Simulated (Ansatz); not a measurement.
Molecular dynamics of GePH₅ClF (part 3 of 3)

GePH₅ClF; RKS revPBE-D4/def2-SVP (Ansatz 0.2.0). It belongs to a series of runs on one base structure; here: dynamics from the highest image of the converged band.

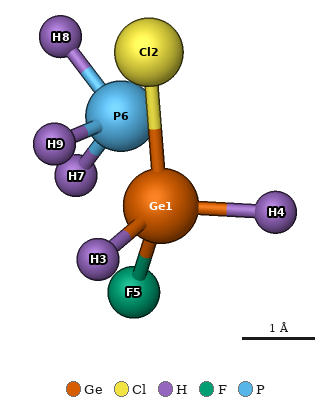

Figure 1. The geometry at step 105 of the log (ball-and-stick view, seen at an oblique angle; atoms are numbered from 1 in the order of the input).

Trajectory as extended XYZ (Å, eV, eV/Å), 22 of the 201 frames kept, from step=0 to step=200
```
9
Properties=species:S:1:pos:R:3:forces:R:3 step=0 time_fs=0.0 energy=-81102.53012 temperature=300.0
Ge   -0.2287    0.1297   -0.0555   -0.0002   0.0003   0.0002
Cl    0.1894    0.6295    2.3980    0.0002   0.0002   0.0002
H     0.9508   -0.8534    0.0542   -0.0002   0.0000  -0.0001
H    -0.1926    1.6188   -0.4349    0.0000  -0.0001   0.0000
F    -1.0567   -0.6429   -1.4534    0.0001  -0.0002   0.0001
P    -2.6766   -0.3103    0.8017    0.0003   0.0002   0.0003
H    -2.5389   -1.7372    0.8956   -0.0001   0.0000  -0.0001
H    -2.8838   -0.1285    2.2200    0.0000   0.0000  -0.0001
H    -1.2114   -0.1240    1.6081   -0.0001  -0.0004  -0.0005
9
Properties=species:S:1:pos:R:3:forces:R:3 step=10 time_fs=5.0 energy=-81102.43193 temperature=192.2
Ge   -0.2237    0.1255   -0.0535    0.6677   0.4495  -0.1577
Cl    0.1856    0.6318    2.3841    0.1700  -0.0339   0.0575
H     0.9947   -0.8958   -0.0506   -0.4597   0.5293   0.1736
H    -0.2426    1.6682   -0.4258    0.0724  -0.7181   0.1641
F    -1.0411   -0.6344   -1.4453   -0.2697  -0.0944  -0.1913
P    -2.6949   -0.3033    0.8140    0.1763  -0.7011   0.4553
H    -2.4754   -1.7574    0.7760   -0.2424   0.5864   0.0795
H    -2.9528   -0.2518    2.2711    0.2592  -0.0584  -0.6003
H    -1.1675   -0.1410    1.5826   -0.3738   0.0406   0.0192
9
Properties=species:S:1:pos:R:3:forces:R:3 step=19 time_fs=9.5 energy=-81102.44923 temperature=211.0
Ge   -0.2175    0.1228   -0.0520    0.2584   0.2111   0.2463
Cl    0.1832    0.6338    2.3720    0.2692  -0.0483   0.0337
H     0.9613   -0.8459   -0.1115    0.3059  -0.0807   0.2885
H    -0.2748    1.5975   -0.3913    0.0482   0.3958  -0.0973
F    -1.0299   -0.6278   -1.4401   -0.5028  -0.2046  -0.3041
P    -2.7103   -0.3007    0.8273    0.2120   0.2462  -0.5054
H    -2.4611   -1.6861    0.6811   -0.1634  -0.5007   0.0015
H    -2.9706   -0.3735    2.2240    0.0666  -0.0225   0.4487
H    -1.1989   -0.1494    1.5608   -0.4943   0.0037  -0.1119
9
Properties=species:S:1:pos:R:3:forces:R:3 step=29 time_fs=14.5 energy=-81102.51265 temperature=280.8
Ge   -0.2096    0.1207   -0.0494    0.7491   0.6231   0.6865
Cl    0.1822    0.6356    2.3585    0.2974  -0.0864  -0.2495
H     0.9884   -0.8061   -0.1184    0.4300  -0.2560   0.1796
H    -0.3017    1.5957   -0.3733   -0.0208   0.4123  -0.1723
F    -1.0234   -0.6228   -1.4376   -0.6012  -0.2444  -0.1481
P    -2.7263   -0.2970    0.8392   -0.5612  -0.3387  -0.1788
H    -2.4849   -1.6895    0.5769   -0.1975  -0.0433   0.0330
H    -2.9734   -0.5149    2.2451   -0.0147   0.0316   0.0325
H    -1.3371   -0.1599    1.5102   -0.0811  -0.0981  -0.1830
9
Properties=species:S:1:pos:R:3:forces:R:3 step=38 time_fs=19.0 energy=-81102.46036 temperature=223.8
Ge   -0.2003    0.1205   -0.0453    1.9359   1.2338   0.5993
Cl    0.1830    0.6368    2.3449    0.2332  -0.1387  -0.5230
H     1.0850   -0.8109   -0.0881   -0.5053   0.3501   0.0047
H    -0.3275    1.6652   -0.3890    0.0442  -0.7234   0.0140
F    -1.0239   -0.6210   -1.4369   -0.4822  -0.1942   0.1700
P    -2.7449   -0.2957    0.8483   -2.2607  -1.2219  -0.0737
H    -2.5442   -1.7091    0.4908   -0.1745   0.5832   0.1695
H    -2.9789   -0.6336    2.2766   -0.0285   0.2196  -0.6476
H    -1.4615   -0.1867    1.4387    1.2378  -0.1085   0.2868
9
Properties=species:S:1:pos:R:3:forces:R:3 step=48 time_fs=24.0 energy=-81102.64762 temperature=429.8
Ge   -0.1843    0.1238   -0.0389    1.3057   0.7463   0.3083
Cl    0.1855    0.6372    2.3268    0.2508  -0.0642  -0.3204
H     1.1000   -0.7542   -0.0528   -0.2060   0.0436  -0.1036
H    -0.3472    1.6124   -0.4076    0.0327  -0.0581  -0.0519
F    -1.0300   -0.6212   -1.4340   -0.2545  -0.1556   0.4249
P    -2.7799   -0.3015    0.8578   -0.8854   0.1763  -0.3049
H    -2.6461   -1.6383    0.4211   -0.0269  -0.4841  -0.2213
H    -2.9932   -0.7231    2.2028   -0.1082   0.0304   0.4205
H    -1.3840   -0.2456    1.3993   -0.1082  -0.2345  -0.1516
9
Properties=species:S:1:pos:R:3:forces:R:3 step=57 time_fs=28.5 energy=-81102.65341 temperature=436.9
Ge   -0.1662    0.1290   -0.0323    0.2633   0.3413   0.0794
Cl    0.1891    0.6372    2.3085    0.2551   0.0059  -0.1706
H     1.0798   -0.6977   -0.0408    0.6507  -0.5531  -0.1466
H    -0.3597    1.5536   -0.4362   -0.0337   0.8266  -0.1790
F    -1.0385   -0.6232   -1.4270   -0.0851  -0.1176   0.5969
P    -2.8182   -0.3071    0.8644    0.2057  -0.2415  -0.1870
H    -2.7485   -1.6353    0.3267   -0.0953  -0.0431  -0.0495
H    -3.0247   -0.7929    2.1929   -0.0139   0.0100   0.3309
H    -1.3101   -0.3429    1.3462   -1.1467  -0.2285  -0.2745
9
Properties=species:S:1:pos:R:3:forces:R:3 step=67 time_fs=33.5 energy=-81102.88314 temperature=690.1
Ge   -0.1447    0.1363   -0.0247    1.0828   0.9232  -0.2589
Cl    0.1946    0.6372    2.2867   -0.0053  -0.1274  -0.5599
H     1.1593   -0.7288   -0.0615   -0.3044   0.1258  -0.1828
H    -0.3733    1.6202   -0.4948    0.1823  -0.4219   0.1990
F    -1.0489   -0.6267   -1.4118    0.0399  -0.0190   0.8745
P    -2.8604   -0.3157    0.8708   -0.7540  -1.0642   0.1893
H    -2.8829   -1.6345    0.2184   -0.1521   0.5424   0.3379
H    -3.0637   -0.8599    2.2328   -0.0103   0.2574  -0.5858
H    -1.4550   -0.5019    1.2301   -0.0788  -0.2164  -0.0134
9
Properties=species:S:1:pos:R:3:forces:R:3 step=76 time_fs=38.0 energy=-81102.99500 temperature=814.3
Ge   -0.1226    0.1451   -0.0185    1.1628   0.6880  -0.4250
Cl    0.1996    0.6364    2.2641   -0.2490  -0.2774  -0.7468
H     1.1913   -0.7459   -0.1149   -0.5423   0.3593  -0.0796
H    -0.3532    1.6254   -0.5157    0.2146  -0.4512   0.2296
F    -1.0579   -0.6301   -1.3888    0.0903   0.0457   0.9793
P    -2.9035   -0.3289    0.8772   -1.3667   0.5082  -0.2766
H    -3.0380   -1.5507    0.1733   -0.3551  -0.3951  -0.1365
H    -3.1053   -0.8791    2.1821   -0.2823  -0.0975   0.2165
H    -1.5877   -0.6966    1.1242    1.3277  -0.3801   0.2390
9
Properties=species:S:1:pos:R:3:forces:R:3 step=86 time_fs=43.0 energy=-81103.14807 temperature=983.4
Ge   -0.0947    0.1569   -0.0129    0.1261  -0.0495  -0.1847
Cl    0.2037    0.6338    2.2343   -0.3063  -0.3116  -0.6160
H     1.1351   -0.7036   -0.1926    0.5422  -0.2882  -0.0172
H    -0.2883    1.5631   -0.4982    0.0062   0.7823  -0.1745
F    -1.0670   -0.6333   -1.3518    0.0364   0.1219   0.8630
P    -2.9579   -0.3421    0.8826    1.3000  -0.7665  -0.2052
H    -3.2854   -1.5166    0.1082   -0.2130   0.1039   0.1617
H    -3.2107   -0.9191    2.1653   -0.2492  -0.1114   0.2207
H    -1.5501   -0.9651    1.0455   -1.2424   0.5191  -0.0479
9
Properties=species:S:1:pos:R:3:forces:R:3 step=95 time_fs=47.5 energy=-81103.34363 temperature=1199.1
Ge   -0.0689    0.1678   -0.0086    0.3803   0.4862  -0.7273
Cl    0.2055    0.6296    2.2038   -0.4316  -0.4278  -0.5097
H     1.1633   -0.7039   -0.2650    0.3172  -0.0929   0.1143
H    -0.2221    1.6205   -0.5040    0.0472   0.0502  -0.0082
F    -1.0747   -0.6349   -1.3089   -0.0013   0.1914   0.8993
P    -3.0006   -0.3582    0.8863    0.3480  -1.6060   0.2760
H    -3.5491   -1.4744    0.0766    0.1792   0.6474   0.4610
H    -3.3537   -0.9715    2.1867    0.0096   0.3586  -0.5744
H    -1.7086   -1.1229    0.9721   -0.8487   0.3928   0.0691
9
Properties=species:S:1:pos:R:3:forces:R:3 step=105 time_fs=52.5 energy=-81103.47441 temperature=1344.6
Ge   -0.0387    0.1814   -0.0062    1.2669   0.7674  -1.4209
Cl    0.2047    0.6222    2.1669   -0.5129  -0.5032  -0.1847
H     1.2498   -0.7148   -0.3164   -0.4978   0.4417   0.3027
H    -0.1389    1.6912   -0.5122    0.0402  -0.6976   0.1308
F    -1.0833   -0.6344   -1.2503   -0.0363   0.1633   0.9233
P    -3.0470   -0.3850    0.8921   -1.3562   0.9301   0.1481
H    -3.8170   -1.3074    0.1219   -0.1468  -0.0049  -0.2852
H    -3.5183   -0.9611    2.1153   -0.1332   0.1728   0.2914
H    -2.0060   -1.2619    0.9057    1.3762  -1.2696   0.0944
9
Properties=species:S:1:pos:R:3:forces:R:3 step=114 time_fs=57.0 energy=-81103.69153 temperature=1583.5
Ge   -0.0082    0.1956   -0.0079    0.8781   0.2724  -1.1498
Cl    0.2011    0.6127    2.1325   -0.5131  -0.4419   0.2767
H     1.2513   -0.6524   -0.3074    0.0556  -0.0267   0.1241
H    -0.0577    1.6416   -0.5010   -0.0950   0.2441  -0.2340
F    -1.0914   -0.6323   -1.1878   -0.1075   0.0849   0.7383
P    -3.0947   -0.4070    0.8982    0.5575  -1.0982  -0.1049
H    -4.0723   -1.1372    0.1257    0.1967   0.1134  -0.1979
H    -3.6888   -0.9121    2.0913   -0.0476   0.0954   0.4566
H    -2.1095   -1.5484    0.8658   -0.9247   0.7565   0.0909
9
Properties=species:S:1:pos:R:3:forces:R:3 step=124 time_fs=62.0 energy=-81103.79761 temperature=1701.1
Ge    0.0282    0.2124   -0.0133    0.4853   0.4856  -1.1177
Cl    0.1938    0.5993    2.0962   -0.5132  -0.3094   0.7979
H     1.2754   -0.5966   -0.2732    0.5513  -0.4565  -0.1118
H     0.0123    1.6364   -0.5395   -0.1375   0.4262  -0.2979
F    -1.1018   -0.6290   -1.1094   -0.2040  -0.0847   0.5342
P    -3.1462   -0.4385    0.9048   -0.7220  -1.4059   0.3444
H    -4.2989   -0.9224    0.0956    0.8353   0.2238   0.2608
H    -3.8743   -0.8288    2.1378    0.4883   0.2627  -0.4818
H    -2.3829   -1.7325    0.8417   -0.7835   0.8581   0.0720
9
Properties=species:S:1:pos:R:3:forces:R:3 step=133 time_fs=66.5 energy=-81103.93594 temperature=1854.4
Ge    0.0627    0.2289   -0.0215    1.3806   0.7838  -1.7813
Cl    0.1842    0.5854    2.0681   -0.4698  -0.1529   1.1520
H     1.3806   -0.6187   -0.2588   -0.4700   0.1993  -0.0429
H     0.0487    1.7011   -0.6272   -0.0692  -0.6194   0.1627
F    -1.1133   -0.6269   -1.0331   -0.2088  -0.2314   0.3355
P    -3.1964   -0.4742    0.9127   -0.6656   1.5813   0.4071
H    -4.3596   -0.6890    0.1041    0.0027  -0.0387  -0.2239
H    -3.9605   -0.7076    2.1117    0.0553   0.0200   0.0985
H    -2.7709   -1.7724    0.8316    0.4447  -1.5420  -0.1077
9
Properties=species:S:1:pos:R:3:forces:R:3 step=143 time_fs=71.5 energy=-81104.03118 temperature=1958.9
Ge    0.1052    0.2494   -0.0361    1.1917   0.1639  -1.7115
Cl    0.1705    0.5690    2.0442   -0.4232   0.0066   1.3457
H     1.4105   -0.6098   -0.2556   -0.3950   0.1866  -0.1090
H     0.0735    1.6611   -0.6968   -0.0232  -0.1496   0.0893
F    -1.1285   -0.6273   -0.9442   -0.1336  -0.2697   0.1611
P    -3.2556   -0.5074    0.9239    0.1299  -1.0454  -0.1180
H    -4.4145   -0.4311    0.0726    0.0169  -0.0504  -0.0515
H    -4.0486   -0.5661    2.1065   -0.2614  -0.0850   0.2980
H    -3.1551   -2.0127    0.8069   -0.1022   1.2432   0.0959
9
Properties=species:S:1:pos:R:3:forces:R:3 step=152 time_fs=76.0 energy=-81104.00280 temperature=1928.3
Ge    0.1466    0.2684   -0.0540    0.0195  -0.2889  -1.1097
Cl    0.1558    0.5543    2.0304   -0.3589   0.0987   1.2607
H     1.3720   -0.5742   -0.2760    0.6287  -0.4547  -0.2527
H     0.0898    1.6000   -0.7460   -0.0271   0.7767  -0.2554
F    -1.1435   -0.6304   -0.8624    0.0035  -0.2017   0.0942
P    -3.3092   -0.5417    0.9339   -1.3570  -0.9130   0.2748
H    -4.4558   -0.2151    0.0354    0.6640  -0.2889   0.4951
H    -4.1658   -0.4564    2.1452    0.3026  -0.1436  -0.6067
H    -3.5032   -2.0524    0.7983    0.1249   1.4155   0.0997
9
Properties=species:S:1:pos:R:3:forces:R:3 step=162 time_fs=81.0 energy=-81104.13490 temperature=2074.0
Ge    0.1930    0.2888   -0.0777    0.1133  -0.1607  -1.4720
Cl    0.1371    0.5385    2.0230   -0.2117   0.1372   0.8744
H     1.4328   -0.6093   -0.3484   -0.0470   0.1301  -0.0551
H     0.1048    1.6600   -0.8350    0.0748  -0.2229   0.3016
F    -1.1599   -0.6361   -0.7703    0.3870   0.0593   0.0405
P    -3.3768   -0.5842    0.9472    0.1432   1.4381   0.7201
H    -4.3790   -0.0298    0.0803   -0.0055   0.0295  -0.1972
H    -4.2445   -0.3634    2.0822   -0.0118   0.0046   0.0609
H    -3.8797   -1.8577    0.8015   -0.4422  -1.4152  -0.2732
9
Properties=species:S:1:pos:R:3:forces:R:3 step=171 time_fs=85.5 energy=-81104.13845 temperature=2077.6
Ge    0.2350    0.3066   -0.1030    0.0684  -0.5786  -1.2384
Cl    0.1191    0.5251    2.0215   -0.0613   0.1351   0.4118
H     1.4923   -0.6259   -0.4273   -0.5142   0.5173   0.1355
H     0.1311    1.6924   -0.8668    0.0865  -0.4392   0.3952
F    -1.1706   -0.6407   -0.6870    0.7518   0.3525  -0.0169
P    -3.4388   -0.6171    0.9631   -0.6335  -0.8309   0.1686
H    -4.2930    0.1370    0.0954   -0.0047   0.0909  -0.3313
H    -4.3146   -0.2785    2.0302   -0.2383   0.1747   0.5429
H    -4.2668   -1.8402    0.7640    0.5454   0.5781  -0.0675
9
Properties=species:S:1:pos:R:3:forces:R:3 step=181 time_fs=90.5 energy=-81104.06647 temperature=1998.5
Ge    0.2814    0.3245   -0.1345   -1.2002  -1.0627   0.2440
Cl    0.0987    0.5111    2.0224    0.1375   0.1219  -0.1077
H     1.4711   -0.5507   -0.4914    0.4038  -0.2160  -0.0380
H     0.1760    1.6597   -0.8296   -0.0697   0.6105  -0.2041
F    -1.1734   -0.6415   -0.5948    1.0163   0.5654  -0.1577
P    -3.5133   -0.6571    0.9826   -2.3422  -0.0764   0.1672
H    -4.1841    0.3181    0.0609    0.5059  -0.6943   0.4099
H    -4.4184   -0.1598    2.0579    0.5231  -0.2143  -0.3787
H    -4.5829   -1.7297    0.7056    1.0255   0.9658   0.0651
9
Properties=species:S:1:pos:R:3:forces:R:3 step=190 time_fs=95.0 energy=-81104.13184 temperature=2070.3
Ge    0.3201    0.3378   -0.1626   -1.6268  -0.6144   0.7633
Cl    0.0811    0.4992    2.0227    0.3380   0.1258  -0.4765
H     1.5129   -0.5104   -0.5528    0.4460  -0.2973  -0.0556
H     0.2060    1.7194   -0.8194   -0.0726   0.1692  -0.0688
F    -1.1650   -0.6362   -0.5135    1.1620   0.6503  -0.3799
P    -3.5934   -0.6937    1.0014    0.2290   0.9705   0.6907
H    -3.9985    0.3648    0.0909    0.1778  -0.2074   0.0196
H    -4.4275   -0.0850    2.0329    0.2295  -0.0654  -0.0252
H    -4.6984   -1.4657    0.6549   -0.8829  -0.7312  -0.4676
9
Properties=species:S:1:pos:R:3:forces:R:3 step=200 time_fs=100.0 energy=-81104.07172 temperature=2003.8
Ge    0.3584    0.3506   -0.1916   -0.8457  -0.3772   0.7917
Cl    0.0638    0.4868    2.0199    0.5362   0.1611  -0.7107
H     1.6307   -0.5126   -0.6245   -0.5936   0.3759   0.2459
H     0.2251    1.8104   -0.8199    0.0100  -0.6830   0.1915
F    -1.1420   -0.6227   -0.4279    1.0707   0.5551  -0.6632
P    -3.6828   -0.7301    1.0264   -0.4000  -0.6365  -0.2734
H    -3.7472    0.3777    0.1249    0.0558   0.1363  -0.1654
H    -4.3973   -0.0049    2.0125   -0.2666   0.3042   0.4624
H    -4.9546   -1.2725    0.5156    0.4332   0.1641   0.1212
```

The run was set up as follows.

Input file
```yaml
crystal:
  periodic: [false, false, false]
  atoms:
    - { symbol: Ge, position_ang: [-0.228745, 0.129747, -0.05552] }
    - { symbol: Cl, position_ang: [0.189358, 0.629466, 2.397994] }
    - { symbol: H, position_ang: [0.950755, -0.853434, 0.054215] }
    - { symbol: H, position_ang: [-0.192615, 1.618837, -0.434876] }
    - { symbol: F, position_ang: [-1.056737, -0.642864, -1.453394] }
    - { symbol: P, position_ang: [-2.676626, -0.310321, 0.80168] }
    - { symbol: H, position_ang: [-2.538879, -1.737163, 0.895577] }
    - { symbol: H, position_ang: [-2.883839, -0.128504, 2.219996] }
    - { symbol: H, position_ang: [-1.211374, -0.123965, 1.608128] }
basis:
  gaussian: { orbitals: def2-SVP }
hamiltonian:
  xc: revpbe
  dispersion: d4
md:
  timestep: 0.5
  n_steps: 200
  ensemble: nve
  temperature: 300.0
  initial_velocities: maxwell_boltzmann
  seed: 3175
```

Launched with:
```bash
ansatz run input.yaml --threads 2 --pin off --max-ram 3072MiB --backend cpu --events-out ev --progress --plain --runs-dir out
```

Results in brief

- outcome: finished
- mean temperature over the second half: 1868 K
- trajectory: 200 steps, 100 fs
- ensemble: nve
- temperature in the input: 300.0 K
- time step: 0.5 fs
- potential energy (last step): −81104.0718 eV
- mean-field energy (last step): −81103.6055 eV
- largest force (length of the vector) (last step): 1.376 eV/Å
- hardware: 2 threads of Intel Xeon (Sapphire Rapids), 32 GiB of memory available, shared host
- wall time: 4.6 min (CPU time 8.9 min)
- peak memory: 0.17 GiB

Notes

So short a trajectory is not equilibrated.
